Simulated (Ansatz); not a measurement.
# U-revPBE/STO-3G run of InHF (SMILES [F][InH])

Aim: the energy change on altering one bond length of InHF at U-revPBE/STO-3G, from 2 runs. 

The calculation is run with Ansatz 0.2.0.

65 further runs of the same task are left out: 9 that didn't finish, 56 set aside as unsound or not needed.

## Step 1: The structure to begin with

InHF: 3 atoms, total charge 0, spin state doublet. SMILES: `[F][InH]`. The coordinates come from a PBE0-D4/def2-TZVP relaxation.

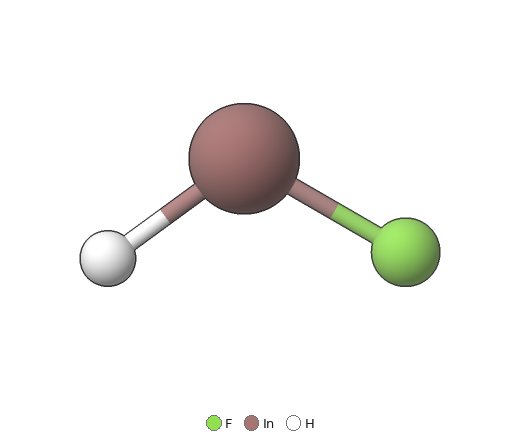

Viewed from a chosen angle; fluorine green, indium brown, hydrogen white.

## Step 2: The energy at U-revPBE/STO-3G

molecule.yaml reads:

```yaml
crystal:
  periodic: [false, false, false]
  atoms:
    - {symbol: F, position_ang: [1.088400, 0.989500, 0.694300]}
    - {symbol: In, position_ang: [-0.522500, 0.355100, -0.244800]}
    - {symbol: H, position_ang: [-0.576900, -1.409400, -0.462800]}
basis:
  gaussian: {orbitals: STO-3G}
magnetization: {spin_polarized: true, initial_magnetization: 1}
hamiltonian: {xc: {name: revPBE}}
accuracy: high
```

The run is started by

```sh
$ ansatz run molecule.yaml --threads 1 --pin off --max-ram 2610MiB --events-out events.jsonl --progress --plain --runs-dir runs
```

Standard output:

```text
Warning: RAYON_NUM_THREADS=1 ignored (pool sized by the plan → 1); use --threads N
Functional definition: revPBE
  name "revPBE"
  parameter kappa = 1.245
  parameter beta = 0.06672455060314922
  exchange = pbe_x(kappa = kappa, mu = beta*pi^2/3)
  correlation = pbe_c(beta = beta)
590 factors; integrals over basis functions are off by at most 4.0e-9 eV
mean field evaluation 1: about -157370.0107 eV, gradient 2.1e1 eV
mean field evaluation 2: about -157294.9580 eV, gradient 1.1e2 eV
mean field evaluation 4: about -157374.8224 eV, gradient 6.3e0 eV
mean field evaluation 8: about -157375.0981 eV, gradient 2.6e-1 eV
mean field evaluation 16: about -157375.0992 eV, gradient 4.1e-6 eV
mean field -157375.09916374 eV, -5783.4282215940 hartree, gradient 9.6e-9 eV, S^2 0.752346; 0 other end points of the search recorded, 0 dependent functions left out
reference -157375.09916581 eV, -5783.4282216701 hartree; 30, 29 occupied and 3, 4 virtual orbitals, 590 factors
Total energy: -157375.09916581 eV, -5783.4282216701 hartree
```

Wall time 2.4 s (1 thread of Arm Neoverse V2, shared host); peak memory 0.12 GiB.

## Step 3: The distorted shape, same level

run.yaml reads:

```yaml
crystal:
  periodic: [false, false, false]
  atoms:
    - {symbol: F, position_ang: [1.491113, 1.148095, 0.929068]}
    - {symbol: In, position_ang: [-0.522500, 0.355100, -0.244800]}
    - {symbol: H, position_ang: [-0.576900, -1.409400, -0.462800]}
basis:
  gaussian:
    orbitals: STO-3G
magnetization:
  spin_polarized: true
  initial_magnetization: 1
hamiltonian:
  xc: {name: revPBE}
accuracy: high
```

The run is started by

```sh
$ ansatz run run.yaml --threads 1 --pin off --max-ram 2610MiB --events-out events.jsonl --progress --plain --runs-dir runs
```

Standard output:

```text
Warning: RAYON_NUM_THREADS=1 ignored (pool sized by the plan → 1); use --threads N
Functional definition: revPBE
  name "revPBE"
  parameter kappa = 1.245
  parameter beta = 0.06672455060314922
  exchange = pbe_x(kappa = kappa, mu = beta*pi^2/3)
  correlation = pbe_c(beta = beta)
580 factors; integrals over basis functions are off by at most 4.0e-9 eV
mean field evaluation 1: about -157364.7875 eV, gradient 2.4e1 eV
mean field evaluation 2: about -157098.6766 eV, gradient 1.0e2 eV
mean field evaluation 4: about -157372.7491 eV, gradient 7.3e0 eV
mean field evaluation 8: about -157373.0555 eV, gradient 5.8e0 eV
mean field evaluation 16: about -157373.3612 eV, gradient 6.3e-3 eV
mean field evaluation 32: about -157371.2209 eV, gradient 1.2e0 eV
mean field evaluation 64: about -157371.2383 eV, gradient 2.5e-1 eV
mean field -157373.36117990 eV, -5783.3643518659 hartree, gradient 9.4e-9 eV, S^2 0.755050; 4 other end points of the search recorded, 0 dependent functions left out
reference -157373.36118194 eV, -5783.3643519407 hartree; 30, 29 occupied and 3, 4 virtual orbitals, 580 factors
Total energy: -157373.36118194 eV, -5783.3643519407 hartree
```

It took 6.6 s on 1 thread of Arm Neoverse V2, shared host; peak memory 0.13 GiB.

## Step 4: Results

At U-revPBE/STO-3G:

| quantity | value |
| --- | --- |
| first shape: total energy | -5783.42822 Eh |
| first shape: ⟨S²⟩ | 0.752 |
| distorted shape: total energy | -5783.36435 Eh |
| distorted shape: ⟨S²⟩ | 0.755 |
| energy change with the F1–In2 bond stretched from 1.970 to 2.462 Å | 1.738 eV |

What this shows: With the F1–In2 bond stretched from 1.970 to 2.462 Å the energy rises by 1.74 eV (168 kJ/mol). The first shape isn't relaxed at this level, so the change isn't measured from a minimum. The minimal basis adds a large error of its own. Relativity is left out (first shape) although the molecule holds a heavy atom. Relativity is left out (distorted shape) although the molecule holds a heavy atom.
